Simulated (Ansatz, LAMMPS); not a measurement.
## As in place of Si at several sites of amorphous Si (81 atoms)

At which site of amorphous Si (81 atoms) does As in place of Si cost least, and what about the site decides it?

Method: Kohn-Sham DFT, PBE, PAW (set soft_2), plane waves, in Ansatz 0.2.0.

## 1. Set-up

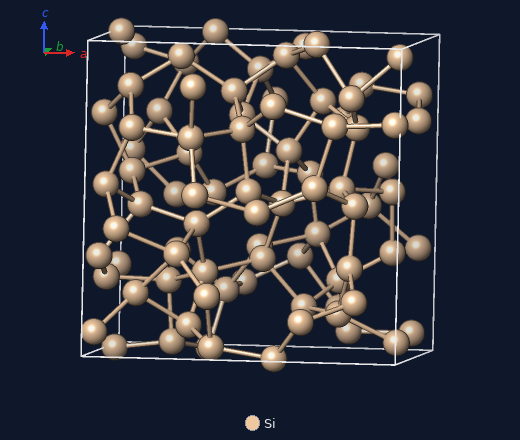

The starting structure, seen slightly off an axis (silicon light orange). Bonds to atoms that aren't drawn are left out. Some periodic images of atoms are drawn too.

The cell holds 81 atoms: 81 Si. Cell: a = 11.822 Å, b = 11.822 Å, c = 11.822 Å, α = 90.0°, β = 90.0°, γ = 90.0°. 81 atoms (81 Si) placed at random at 2.29 g/cm³, melted at 2500 K for 10 ps at fixed volume with the modified Tersoff potential (Kumagai, Izumi, Hara and Sakai, Comput. Mater. Sci. 39, 457 (2007)). Quenched from 2500 K to 700 K at 5 K/ps and fixed volume, annealed at 800 K for 50 ps, held 5 ps.

What the set-up can't give: The quench rate of 5 K/ps far exceeds what a furnace or splat quench reaches, so expect more defects and frozen-in strain than in a real sample. The network of bonds at the start is that of the classical potential that made the cell, and needn't be the one that DFT or experiment would give. Only the Γ point is sampled, in a cell whose shortest periodic width is 12 Å.

## 2. Single point at the start

A single point comes first, to see the forces before anything moves.

input.yaml reads:

```yaml
crystal:
  lattice:
    - [11.8225, 0.0, 0.0]
    - [0.0, 11.8225, 0.0]
    - [0.0, 0.0, 11.8225]
  atoms:
    - { symbol: Si, position: [0.42044, 0.41048, 0.83296] }
    - { symbol: Si, position: [0.0133, 0.5164, 0.22951] }
    - { symbol: Si, position: [0.71997, 0.09898, 0.54649] }
    - { symbol: Si, position: [0.79418, 0.93113, 0.45522] }
    - { symbol: Si, position: [0.12607, 0.17126, 0.72069] }
    - { symbol: Si, position: [0.49263, 0.90273, 0.78358] }
    - { symbol: Si, position: [0.4886, 0.28062, 0.52188] }
    - { symbol: Si, position: [0.47516, 0.71834, 0.32685] }
    - { symbol: Si, position: [0.85321, 0.09683, 0.1877] }
    - { symbol: Si, position: [0.21052, 0.87023, 0.89731] }
    - { symbol: Si, position: [0.03409, 0.95332, 0.93926] }
    - { symbol: Si, position: [0.25488, 0.63783, 0.62183] }
    - { symbol: Si, position: [0.09971, 0.33603, 0.84465] }
    - { symbol: Si, position: [0.83122, 0.24831, 0.48638] }
    - { symbol: Si, position: [0.641, 0.54404, 0.14964] }
    - { symbol: Si, position: [0.8164, 0.26748, 0.28814] }
    - { symbol: Si, position: [0.18508, 0.90426, 0.477] }
    - { symbol: Si, position: [0.33753, 0.00546, 0.86172] }
    - { symbol: Si, position: [0.98013, 0.02656, 0.7571] }
    - { symbol: Si, position: [0.76949, 0.38869, 0.13734] }
    - { symbol: Si, position: [0.69646, 0.99822, 0.12653] }
    - { symbol: Si, position: [0.5101, 0.51563, 0.30021] }
    - { symbol: Si, position: [0.57826, 0.45533, 0.94793] }
    - { symbol: Si, position: [0.61416, 0.66618, 0.9679] }
    - { symbol: Si, position: [0.57508, 0.45761, 0.47842] }
    - { symbol: Si, position: [0.33888, 0.41608, 0.25774] }
    - { symbol: Si, position: [0.78756, 0.73791, 0.84546] }
    - { symbol: Si, position: [0.76699, 0.4372, 0.53072] }
    - { symbol: Si, position: [0.04204, 0.21546, 0.53655] }
    - { symbol: Si, position: [0.14393, 0.21378, 0.19579] }
    - { symbol: Si, position: [0.01559, 0.81391, 0.25499] }
    - { symbol: Si, position: [0.7333, 0.70017, 0.22816] }
    - { symbol: Si, position: [0.31713, 0.74387, 0.00226] }
    - { symbol: Si, position: [0.21174, 0.74335, 0.30773] }
    - { symbol: Si, position: [0.3233, 0.30069, 0.41569] }
    - { symbol: Si, position: [0.59963, 0.11725, 0.0034] }
    - { symbol: Si, position: [0.20691, 0.5611, 0.22185] }
    - { symbol: Si, position: [0.3205, 0.11451, 0.69582] }
    - { symbol: Si, position: [0.03295, 0.61712, 0.00172] }
    - { symbol: Si, position: [0.90556, 0.65661, 0.322] }
    - { symbol: Si, position: [0.21898, 0.58192, 0.02635] }
    - { symbol: Si, position: [0.57895, 0.58076, 0.63976] }
    - { symbol: Si, position: [0.34756, 0.02698, 0.51757] }
    - { symbol: Si, position: [0.6271, 0.75406, 0.56047] }
    - { symbol: Si, position: [0.4674, 0.24891, 0.72029] }
    - { symbol: Si, position: [0.00018, 0.48406, 0.75042] }
    - { symbol: Si, position: [0.81195, 0.42161, 0.72555] }
    - { symbol: Si, position: [0.4703, 0.87129, 0.57699] }
    - { symbol: Si, position: [0.95522, 0.79899, 0.06236] }
    - { symbol: Si, position: [0.39882, 0.11408, 0.0347] }
    - { symbol: Si, position: [0.81172, 0.26121, 0.82582] }
    - { symbol: Si, position: [0.64649, 0.81676, 0.36737] }
    - { symbol: Si, position: [0.98026, 0.66388, 0.82338] }
    - { symbol: Si, position: [0.42454, 0.60488, 0.74827] }
    - { symbol: Si, position: [0.75397, 0.80658, 0.0631] }
    - { symbol: Si, position: [0.8617, 0.80128, 0.5903] }
    - { symbol: Si, position: [0.46203, 0.74789, 0.8872] }
    - { symbol: Si, position: [0.02632, 0.10949, 0.07393] }
    - { symbol: Si, position: [0.96357, 0.26314, 0.95992] }
    - { symbol: Si, position: [0.90878, 0.59263, 0.51806] }
    - { symbol: Si, position: [0.95016, 0.43748, 0.04881] }
    - { symbol: Si, position: [0.39541, 0.99888, 0.20077] }
    - { symbol: Si, position: [0.57258, 0.9903, 0.28782] }
    - { symbol: Si, position: [0.1357, 0.36201, 0.4689] }
    - { symbol: Si, position: [0.94907, 0.98313, 0.32337] }
    - { symbol: Si, position: [0.71676, 0.87039, 0.7293] }
    - { symbol: Si, position: [0.00984, 0.33878, 0.30385] }
    - { symbol: Si, position: [0.30604, 0.28458, 0.09523] }
    - { symbol: Si, position: [0.54012, 0.08056, 0.4661] }
    - { symbol: Si, position: [0.2816, 0.12583, 0.32611] }
    - { symbol: Si, position: [0.69413, 0.29557, 0.99279] }
    - { symbol: Si, position: [0.09483, 0.0698, 0.40354] }
    - { symbol: Si, position: [0.25146, 0.39418, 0.94096] }
    - { symbol: Si, position: [0.32061, 0.75436, 0.49338] }
    - { symbol: Si, position: [0.78373, 0.06504, 0.74528] }
    - { symbol: Si, position: [0.04444, 0.88085, 0.61654] }
    - { symbol: Si, position: [0.08748, 0.52454, 0.56655] }
    - { symbol: Si, position: [0.1417, 0.76652, 0.74555] }
    - { symbol: Si, position: [0.5825, 0.09732, 0.80243] }
    - { symbol: Si, position: [0.36025, 0.81106, 0.1839] }
    - { symbol: Si, position: [0.68729, 0.55233, 0.80105] }
kpoints:
  mp_grid: { grid: [1, 1, 1] }
hamiltonian:
  xc: pbe
scf:
  occupations: { method: fermi_dirac, width: 0.025 }
output:
  forces: true
```

Command:

```sh
ansatz run input.yaml --threads 4 --pin off --max-ram 8192MiB --backend cpu --events-out ev --progress --plain --runs-dir out
```

Numbers of over 12 decimals in the logs are rounded to 6 here.

Log:

```text
Engine: ansatz 0.2.0, x86_64-unknown-linux-gnu
Pseudopotentials: kind: paw
Pseudopotential: Si, paw, valence charge 4, recommended cutoff 420 eV (normal), Si.paw.azcp
Functional definition: PBE
  parameter kappa = 0.804
  parameter beta = 0.066725
  exchange = pbe_x(kappa = kappa, mu = beta*pi^2/3)
  correlation = pbe_c(beta = beta)
Crystal: 81 atoms, lattice volume = 1652.449 Å³
Basis set: ecut = 420 eV, 32423 PW (Γ), exchange–correlation on 160×160×160 points (8 copies of the dense FFT grid, shifted against one another)
Bands: 243, of which v1, the nominal top of the filled ones, is band 162 counted from 1 (161 counted from 0)
Symmetry: 1 space group operations
Space group: P1 (ITA 1), of the structure as read, at distance tolerance 1.2e-4 Å
k-points: 1
Non-local potential: Si, projectors of the file, l = 0: 2, l = 1: 2, l = 2: 2
PAW form: soft (Blöchl's): semilocal exchange-correlation on the pseudo side does not see the compensation charge
PAW one-centre angular grid: Si, 110 points (default); XC on 64 Gauss nodes
Initial density: superposition of atomic densities (neutral atoms: chi_scale 0, normalization atom), corrected by the library's trained network
Initial wavefunctions: pseudopotential atomic-orbital guess
Functional: x = pbe(κ = 0.804, μ = 0.219515), c = pbe(β = 0.066725)
SCF iter   1: F=—  HF=-51475.725374 eV  |F-HF|=—  |Δ(HF+E_count)|=         —  Δρ=4.23e-3  dr2=1.06e0  ethr=1.77e-3  ⟨swp⟩=6.0  Hψ=1128  notcnv=0  defer=36
preconditioner: auto → Resta (q_TF=auto, 2.080 Å⁻¹)  ε∞=5.8  [insulator: Δε(μ)=0.190 eV  Ē_g=7.503 eV  σ=0.025 eV  W_gap=0.96  n_scr=250 (ndim 8)  ℏωp=16.4 eV  f_vac=0.003  D(μ)=3.54/eV (n_scr^D=6)  ε∞_Penn≈5.8]
SCF iter   2: F=—  HF=-51475.596123 eV  |F-HF|=—  |Δ(HF+E_count)|=   1.29e-1  Δρ=2.31e-3  dr2=2.02e-1  ethr=3.28e-4  ⟨swp⟩=2.0  Hψ=281  notcnv=0  defer=56
SCF iter   3: F=—  HF=-51475.579837 eV  |F-HF|=—  |Δ(HF+E_count)|=   1.63e-2  Δρ=1.18e-3  dr2=7.58e-2  ethr=6.23e-5  ⟨swp⟩=3.0  Hψ=252  notcnv=0  defer=11
automatic band count: iteration 3 solves 187 bands in place of 243: the levels show a gap, and the empty bands left out lie too high to hold charge; the band table lists the bands solved (type scf.n_extra_bands for more)
SCF iter   4: F=—  HF=-51475.577147 eV  |F-HF|=—  |Δ(HF+E_count)|=   2.69e-3  Δρ=3.96e-4  dr2=1.15e-2  ethr=2.34e-5  ⟨swp⟩=3.0  Hψ=324  notcnv=0  defer=11
SCF iter   5: F=—  HF=-51475.577577 eV  |F-HF|=—  |Δ(HF+E_count)|=   4.31e-4  Δρ=1.77e-4  dr2=1.42e-3  ethr=3.55e-6  ⟨swp⟩=3.0  Hψ=363  notcnv=0  defer=11
SCF iter   6: F=—  HF=-51475.578057 eV  |F-HF|=—  |Δ(HF+E_count)|=   4.79e-4  Δρ=6.81e-5  dr2=2.41e-4  ethr=4.39e-7  ⟨swp⟩=2.0  Hψ=247  notcnv=0  defer=11
SCF iter   7: F=—  HF=-51475.578259 eV  |F-HF|=—  |Δ(HF+E_count)|=   2.02e-4  Δρ=2.47e-5  dr2=4.53e-5  ethr=7.42e-8  ⟨swp⟩=2.0  Hψ=323  notcnv=0  defer=11
SCF iter   8: F=—  HF=-51475.578676 eV  |F-HF|=—  |Δ(HF+E_count)|=   4.18e-4  Δρ=1.12e-5  dr2=9.56e-6  ethr=1.40e-8  ⟨swp⟩=2.0  Hψ=290  notcnv=0  defer=11
SCF iter   9: F=—  HF=-51475.578680 eV  |F-HF|=—  |Δ(HF+E_count)|=   3.68e-6  Δρ=4.46e-6  dr2=2.16e-6  ethr=2.95e-9  ⟨swp⟩=2.0  Hψ=277  notcnv=0  defer=11
SCF iter  10: F=—  HF=-51475.578681 eV  |F-HF|=—  |Δ(HF+E_count)|=   5.14e-7  Δρ=1.89e-6  dr2=3.00e-7  ethr=6.66e-10  ⟨swp⟩=2.0  Hψ=260  notcnv=0  defer=11
SCF iter  11: F=-51475.578681 eV  HF=-51475.578681 eV  |F-HF|=5.92e-9  |Δ(HF+E_count)|=   9.77e-8  Δρ=8.51e-7  dr2=5.30e-8  ethr=3.09e-11  ⟨swp⟩=5.0  Hψ=678  notcnv=0
SCF 1 converged in 11 iterations: F = -51475.578681 eV  dr2 = 5.30e-8
  greatest PAW one-centre occupation: 0.667 electrons in one spin orbital (limit 2), on the Si atom at site 16 (counted from 0), in its partial waves of l = 0
SCF converged after 11 iterations
Free energy (F): -51475.578681 eV
Harris-Foulkes:  -51475.578681 eV  (|F-HF|=5.92e-9)
Internal energy: -51475.555308 eV  (E = F + TS)
E sigma→0 (E₀):  -51475.566995 eV
Entropy (-TS):   -0.023372 eV (-0.289 meV/atom)
Fermi energy:    6.336687 eV
--- Per-component energies (eV) ---
  E_band       = 339.819607
  E_kinetic    = 3238.955409
  E_local      = -2691.209623  (includes V_loc(G=0)·N_el)
  E_nonlocal   = 2095.299866
  E_hartree    = 828.409727
  E_xc         = -4459.528453
  E_vxc        = -3771.168851  (∫ρ·V_xc dr)
  E_paw        = -41522.742874  (= ΣΔE_a)
  E_vpaw       = -188.874510  (= ΣTr[D̂ρ^β])
  E_aug_tail   = 0.000517  (compensation charges beyond the density's cutoff)
  E_ewald      = -8964.739876
  E_smearing   = -0.023372  (= −TS)
  E_closure    = 0.000000  (closes the sum)
  Σ components = -51475.578681   (vs F -51475.578681, Δ=0.00e0)
--- Forces (eV/Å), atoms counted from 1 ---
  atom   1  Si    -0.22366889     1.06184690    -0.17095428
  atom   2  Si    -0.14351920    -0.27496409    -0.56005167
  atom   3  Si     0.73968486    -1.11140513     0.71046060
  atom   4  Si     0.93963057     0.37639769    -0.57976149
  atom   5  Si    -0.71585164     0.33892305    -0.25929025
  atom   6  Si     0.84594634     1.83704013    -1.24861817
  atom   7  Si     0.56770881    -0.32582225    -0.30427478
  atom   8  Si    -0.99250358    -0.36357316     0.17435194
  atom   9  Si     1.21748849    -0.19570112    -0.02615582
  atom  10  Si    -0.84382603    -0.26444721     0.15499809
  atom  11  Si    -0.12046632    -0.51925347     0.83636610
  atom  12  Si    -1.03852292    -0.82519488     1.94195179
  atom  13  Si    -0.42923851    -0.60927480    -1.32981632
  atom  14  Si     0.74926104     0.45172377    -0.06249817
[...]
atom  80  Si    -0.57260768    -0.97907937     0.72442987
  atom  81  Si     0.35567690     0.22273964     0.32249138
  max |Σ_I F_I| component: 1.54e-5 eV/Å
```

The job ended after 5.7 s (4 threads of Intel Xeon 6975P-C (Granite Rapids), shared host; peak memory 1.6 GiB).

The r.m.s. force at the start is 0.70 eV/Å.

## 3. Relaxation

With the cell held, the atoms are moved downhill towards a nearby minimum.

input.yaml reads:

```yaml
crystal:
  lattice:
    - [11.8225, 0.0, 0.0]
    - [0.0, 11.8225, 0.0]
    - [0.0, 0.0, 11.8225]
  atoms:
    [... the 81 atom lines of step 2 ...]
kpoints:
  mp_grid: { grid: [1, 1, 1] }
hamiltonian:
  xc: pbe
scf:
  occupations: { method: fermi_dirac, width: 0.025 }
output:
  forces: true
relax:
  f_tol: 0.05
  max_steps: 120
```

Log:

```text
[...]
Crystal: 81 atoms, lattice volume = 1652.449 Å³
Basis set: ecut = 420 eV, 32423 PW (Γ), exchange–correlation on 160×160×160 points (8 copies of the dense FFT grid, shifted against one another)
Bands: 243, of which v1, the nominal top of the filled ones, is band 162 counted from 1 (161 counted from 0)
Symmetry: 1 space group operations
[...]
k-points: 1
[...]
SCF iter   1: F=—  HF=-51475.725373 eV  |F-HF|=—  |Δ(HF+E_count)|=         —  Δρ=4.23e-3  dr2=1.06e0  ethr=1.77e-3  ⟨swp⟩=6.0  Hψ=1128  notcnv=0  defer=36
[...]
SCF iter   7: F=—  HF=-51475.578656 eV  |F-HF|=—  |Δ(HF+E_count)|=   1.52e-4  Δρ=2.54e-5  dr2=5.16e-5  ethr=7.54e-8  ⟨swp⟩=2.0  Hψ=277  notcnv=0  defer=67
SCF iter   8: F=-51475.578674 eV  HF=-51475.578676 eV  |F-HF|=2.13e-6  |Δ(HF+E_count)|=   2.06e-5  Δρ=1.10e-5  dr2=9.27e-6  ethr=1.59e-8  ⟨swp⟩=4.0  Hψ=610  notcnv=0
SCF 1 converged in 8 iterations: F = -51475.578674 eV  dr2 = 9.27e-6
[...]
relax step   1: F+E_penalty+E_count = -51475.57867400 eV  Δ(F+E_penalty+E_count) = +0.000e0 eV  max|allowed force component| = 1.995e0 eV/Å  Δτ_max = 0.0000 Å  (8 SCF iters, dr2 threshold 6.25e-5 eV, accepted)
[...]
relax step   2: F+E_penalty+E_count = -51480.09285216 eV  Δ(F+E_penalty+E_count) = -4.514e0 eV  max|allowed force component| = 7.684e-1 eV/Å  Δτ_max = 0.1959 Å  (6 SCF iters, dr2 threshold 1.00e-4 eV, accepted)
[...]
relax step   3: F+E_penalty+E_count = -51481.50194012 eV  Δ(F+E_penalty+E_count) = -1.409e0 eV  max|allowed force component| = 4.250e-1 eV/Å  Δτ_max = 0.1969 Å  (6 SCF iters, dr2 threshold 3.69e-5 eV, accepted)
relax step   4: F+E_penalty+E_count = -51482.00191403 eV  Δ(F+E_penalty+E_count) = -5.000e-1 eV  max|allowed force component| = 3.467e-1 eV/Å  Δτ_max = 0.2000 Å  (6 SCF iters, dr2 threshold 2.68e-5 eV, accepted)
relax step   5: F+E_penalty+E_count = -51482.44640402 eV  Δ(F+E_penalty+E_count) = -4.445e-1 eV  max|allowed force component| = 2.818e-1 eV/Å  Δτ_max = 0.1950 Å  (6 SCF iters, dr2 threshold 3.68e-5 eV, accepted)
relax step   6: F+E_penalty+E_count = -51482.68172067 eV  Δ(F+E_penalty+E_count) = -2.353e-1 eV  max|allowed force component| = 2.585e-1 eV/Å  Δτ_max = 0.2000 Å  (6 SCF iters, dr2 threshold 5.25e-5 eV, accepted)
relax step   7: F+E_penalty+E_count = -51482.81128425 eV  Δ(F+E_penalty+E_count) = -1.296e-1 eV  max|allowed force component| = 2.161e-1 eV/Å  Δτ_max = 0.2000 Å  (7 SCF iters, dr2 threshold 4.41e-5 eV, accepted)
relax step   8: F+E_penalty+E_count = -51482.86495590 eV  Δ(F+E_penalty+E_count) = -5.367e-2 eV  max|allowed force component| = 1.791e-1 eV/Å  Δτ_max = 0.0766 Å  (6 SCF iters, dr2 threshold 3.26e-5 eV, accepted)
relax step   9: F+E_penalty+E_count = -51482.91259630 eV  Δ(F+E_penalty+E_count) = -4.764e-2 eV  max|allowed force component| = 1.562e-1 eV/Å  Δτ_max = 0.0861 Å  (6 SCF iters, dr2 threshold 2.20e-5 eV, accepted)
relax step  10: F+E_penalty+E_count = -51482.95055696 eV  Δ(F+E_penalty+E_count) = -3.796e-2 eV  max|allowed force component| = 1.813e-1 eV/Å  Δτ_max = 0.1035 Å  (7 SCF iters, dr2 threshold 1.67e-5 eV, accepted)
relax step  11: F+E_penalty+E_count = -51482.97455770 eV  Δ(F+E_penalty+E_count) = -2.400e-2 eV  max|allowed force component| = 9.447e-2 eV/Å  Δτ_max = 0.0425 Å  (5 SCF iters, dr2 threshold 2.50e-5 eV, accepted)
relax step  12: F+E_penalty+E_count = -51482.97528589 eV  Δ(F+E_penalty+E_count) = -7.282e-4 eV  max|allowed force component| = 1.934e-1 eV/Å  Δτ_max = 0.0924 Å  (9 SCF iters, accepted)
relax step  13: F+E_penalty+E_count = -51482.98383699 eV  Δ(F+E_penalty+E_count) = -8.551e-3 eV  max|allowed force component| = 1.782e-2 eV/Å  Δτ_max = 0.0553 Å  (5 SCF iters, dr2 threshold 1.02e-5 eV, accepted)
[...]
relax step  14: F+E_penalty+E_count = -51482.98383892 eV  Δ(F+E_penalty+E_count) = -1.924e-6 eV  max|allowed force component| = 1.765e-2 eV/Å  Δτ_max = 0.0000 Å  (4 SCF iters, accepted)
SCF converged after 4 iterations
Free energy (F): -51482.983839 eV
[...]
Internal energy: -51482.976970 eV  (E = F + TS)
E sigma→0 (E₀):  -51482.980404 eV
Entropy (-TS):   -0.006869 eV (-0.085 meV/atom)
Fermi energy:    6.146139 eV
[...]
Σ components = -51482.983839   (vs F -51482.983839, Δ=0.00e0)
--- Forces (eV/Å), atoms counted from 1 ---
  atom   1  Si    -0.01332304     0.01023852    -0.00968950
  atom   2  Si    -0.00465134    -0.00244472    -0.00104143
  atom   3  Si    -0.00276673    -0.00108865     0.00584539
  atom   4  Si    -0.00491948     0.00446511     0.00324281
[...]
atom  81  Si    -0.00002653     0.01052946    -0.00650808
  max |Σ_I F_I| component: 2.63e-5 eV/Å
--- Relaxed structure (14 steps of the walk, 14 accepted, 0 SCFs on fresh bases) ---
  F+E_penalty+E_count = -51482.98383892 eV   max|allowed force component| = 1.765e-2 eV/Å
  atoms:
    - { symbol: Si, position: [0.426909, 0.427739, 0.812159] }
    - { symbol: Si, position: [0.010755, 0.500057, 0.215996] }
    - { symbol: Si, position: [0.739967, 0.087273, 0.539473] }
    - { symbol: Si, position: [0.811371, 0.922073, 0.445144] }
[...]
- { symbol: Si, position: [0.702239, 0.558255, 0.780807] }
```

It took 53 s on 4 threads; peak memory 1.6 GiB.

The relaxation converged after 14 steps, 7.41 eV below its start, with a largest force component of 0.018 eV/Å.

[end of part 1 of 3]

[Logs are printed without paths, hosts, clocks, repeated set-up lines and the standing remarks that a program may print on its own settings, such as how far it seeks lower states.]

[Hosts, paths, dates, database ids (printed as entryN), source tags and the programs' standing remarks are cut or masked in the printed files.]
